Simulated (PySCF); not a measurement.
System: C₃H₇ClSi (SMILES [SiH3]C/C=C\Cl).

Input file:

```
{"job": {"kind": "nmr", "xc": "PBE0", "basis": "pcSseg-1"}, "charge": 0, "multiplicity": 1}
Si    -1.695412     0.096529    -0.399654
C     -0.247204    -0.138552     0.831768
C      0.988775     0.487021     0.308347
C      1.929228    -0.125895    -0.393719
Cl     1.856789    -1.806459    -0.784490
H     -2.887428    -0.519585     0.185337
H     -1.917535     1.530991    -0.596824
H     -1.354278    -0.533180    -1.672584
H     -0.088451    -1.205117     0.989101
H     -0.508836     0.307903     1.790929
H      1.112981     1.545671     0.489690
H      2.812569     0.359987    -0.773928
```

Run with:

```sh
OMP_NUM_THREADS=1 python probes_run.py task.json out
```

Geometry: GFN2-xTB.

The calculation used PBE0/pcSseg-1, SCF density, gas phase, non-relativistic (PySCF).

### Predict the electron density and electron localisation function between the atoms.

C–C (1.32 Å): the density is about 2.3 e/Å³ at the midpoint; the ELF peaks at about 0.90 between the atoms; a short, multiple covalent bond.
C–Cl (1.73 Å): ρ is about 1.5 e/Å³ halfway; the ELF peaks at about 0.90 between the atoms; a shared electron pair.
C–H (1.08 Å): the density is about 2.1 e/Å³ at the midpoint; the ELF climbs to about 1 towards the hydrogen, as it does in any bond to H; a covalent bond by its length.
C–C (1.48 Å): ρ is about 1.7 e/Å³ halfway; the ELF peaks at about 0.95 between the atoms: a covalent bond.

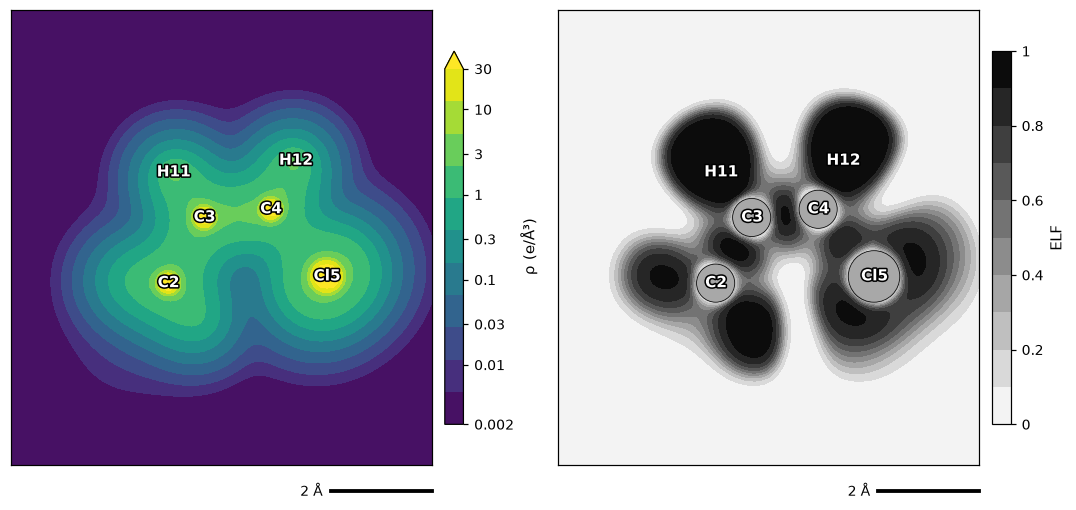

Computed electron density and electron localisation function on the plane of atoms C3, C4 and Cl5, in this order. Grey discs cover the atomic cores in the ELF map. 
